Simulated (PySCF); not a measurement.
# Ge³⁰⁺: dipole response in even-tempered 15s7p4d3f3g

How polarisable is Ge³⁰⁺ at the levels listed below?

Program: PySCF 2.14.0. Level of theory: unrestricted determinants in a Gaussian basis, no spin-orbit coupling in the energies. These are calculated values, not measurements, unless marked.

## Step 1: The system

- Element: germanium (Z = 32)
- Basis: an uncontracted even-tempered set (15 s from 40 bohr⁻², ratio 2.2; 7 p from 60 bohr⁻², ratio 2.4; 4 d from 180 bohr⁻², ratio 2.4; 3 f from 270 bohr⁻², ratio 2.4; 3 g from 410 bohr⁻², ratio 2.4)
- Hamiltonian: no relativity, point nucleus
- State 1: Ge³⁰⁺: 1s2, closed-shell 1S
- Methods: UHF, PBE0

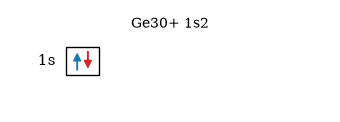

Occupation of the outer shells (arrows by Hund's rule).

One driver process ran all states and methods and kept the integrals in memory. Each run is shown as a PySCF script that sums up its settings (the driver passes frozen orbitals as a list and adds second-order terms of double hybrids); the logs are those of the runs themselves. The driver starts from symmetry-adapted Hartree-Fock orbitals, holds the occupation by maximum overlap and uses a logarithmic radial grid for functionals, so a plain start would take other cycles.

The integrals over 104 functions and the set-up took 0.27 s of CPU time.

## Step 2: Ge³⁰⁺: the ladder of methods

#### UHF

File input.py:

```python
from pyscf import gto, scf, dft, mp, cc
mol = gto.M(atom="Ge 0 0 0", charge=30, spin=0, symmetry="D2h",
            basis=gto.etbs([(0, 15, 40, 2.2), (1, 7, 60, 2.4), (2, 4, 180, 2.4), (3, 3, 270, 2.4), (4, 3, 410, 2.4)]))
mf = scf.UHF(mol)
mf.irrep_nelec = {'Ag': (1, 1)}
mf.kernel()
```

The program printed:

```text
damping factor = 0
level_shift factor = 0
DIIS = <class 'pyscf.scf.diis.CDIIS'>
diis_start_cycle = 1
diis_space = 10
diis_damp = 0
SCF conv_tol = 1e-09
SCF conv_tol_grad = None
number electrons alpha = 1  beta = 1
cycle= 1 E= -1004.1105986305  delta_E= -2.27e-13  |g|= 1.07e-08  |ddm|= 3.03e-09
converged SCF energy = -1004.1105986305  <S^2> = -3.1086245e-15  2S+1 = 1
```

CPU time 2.7 s on a shared host, the integrals not counted.

Orbital energies by shell (radii are means over both spins):

```csv
shell,electrons,mean orbital energy (eV),spread (eV),rms radius (bohr)
1s,2,-13392.5,0,0.0548
```

⟨S²⟩ = 0.000, ⟨L²⟩ = 0.00.

The driver then solved the coupled dipole response at imaginary frequencies: mean α = 8.980e-06 bohr³, C₆ = 2.585e-08 au for a like pair.

#### PBE0

input.py differs from the last one in:

```diff
@@ -3,3 +3,3 @@
             basis=gto.etbs([(0, 15, 40, 2.2), (1, 7, 60, 2.4), (2, 4, 180, 2.4), (3, 3, 270, 2.4), (4, 3, 410, 2.4)]))
-mf = scf.UHF(mol)
+mf = dft.UKS(mol, xc="PBE0")
 mf.irrep_nelec = {'Ag': (1, 1)}
```

The program printed:

```text
damping factor = 0
level_shift factor = 0
DIIS = <class 'pyscf.scf.diis.CDIIS'>
diis_start_cycle = 1
diis_space = 10
diis_damp = 0
SCF conv_tol = 1e-09
SCF conv_tol_grad = None
number electrons alpha = 1  beta = 1
XC functionals = PBE0
    C. Adamo and V. Barone.,  J. Chem. Phys. 110, 6158 (1999)
    M. Ernzerhof and G. E. Scuseria.,  J. Chem. Phys. 110, 5029 (1999)
cycle= 1 E= -1003.85445924521  delta_E= -0.000853  |g|= 0.00483  |ddm|= 0.00191
cycle= 2 E= -1003.85445926068  delta_E= -1.55e-08  |g|= 3.16e-05  |ddm|= 6.44e-06
cycle= 3 E= -1003.85445926068  delta_E= -2.5e-12  |g|= 2.22e-07  |ddm|= 4.03e-08
converged SCF energy = -1003.85445926068  <S^2> = -4.4408921e-15  2S+1 = 1
```

It used 2.7 s of CPU time after the integrals (shared host).

The driver then solved the coupled dipole response at imaginary frequencies: mean α = 9.021e-06 bohr³, C₆ = 2.600e-08 au for a like pair.

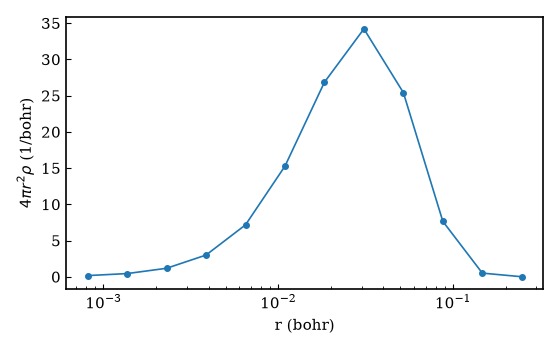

Radial density 4πr²ρ of Ge³⁰⁺ at UHF, at 12 stored radii joined by straight lines.

## Step 3: The response side by side

Ge³⁰⁺, in atomic units:

```csv
method,mean α,C₆ (like pair),S(−4)
UHF,8.980e-06,2.585e-08,5.328e-11
PBE0,9.021e-06,2.600e-08,5.389e-11
```

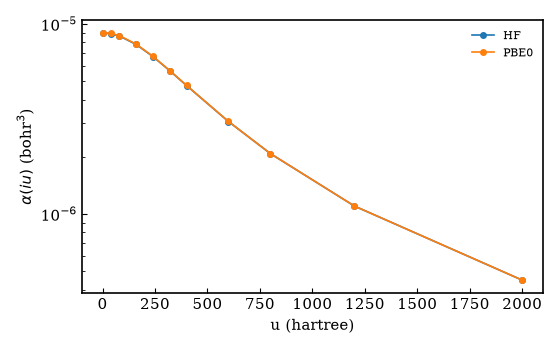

α(iu) of Ge³⁰⁺, the polarisability at imaginary frequency, on a logarithmic scale.

## Step 4: What came out

| quantity | value |
| --- | --- |
| α of Ge³⁰⁺ | 8.980e-06 (UHF) to 9.021e-06 (PBE0) bohr³ |

What this shows: A single London oscillator with the computed α and C₆ of Ge³⁰⁺ at UHF would have ω = 4 C₆ / (3 α²) = 427 hartree. All values hold for this basis alone; no basis-set limit was taken.
